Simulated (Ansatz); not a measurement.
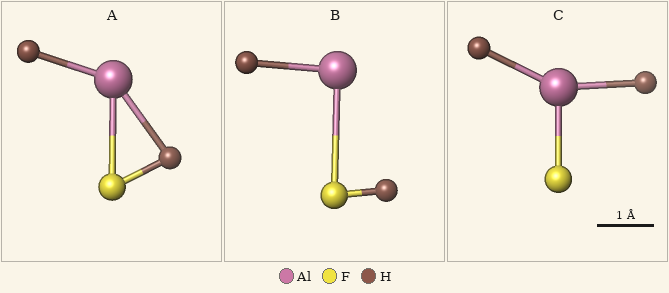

3 geometries from a converged minimum-energy path of AlH₂F, shuffled. Style: ball-and-stick. Shown face on.

Computed with RKS PBE/def2-SVP (Ansatz). Settings: 9 movable images; climbing image; force threshold 0.05 eV/Å; iteration limit 60; starting path through a guess of the saddle point.

Q: Which frame is the transition state?

A: A. In order along the path, whose images run from 0 to 10: C (image 2, +8.1 kcal/mol), A (image 7, +69.1 kcal/mol), B (image 10, +64.2 kcal/mol). A hydrogen atom shifts from one atom to another. Breaking: Al–H (1.59 → 2.36 Å). Forming: F–H (2.79 → 0.96 Å).

The run took 57 s on 1 thread of Arm Neoverse V1, on a shared host, peak memory 0.086 GiB.
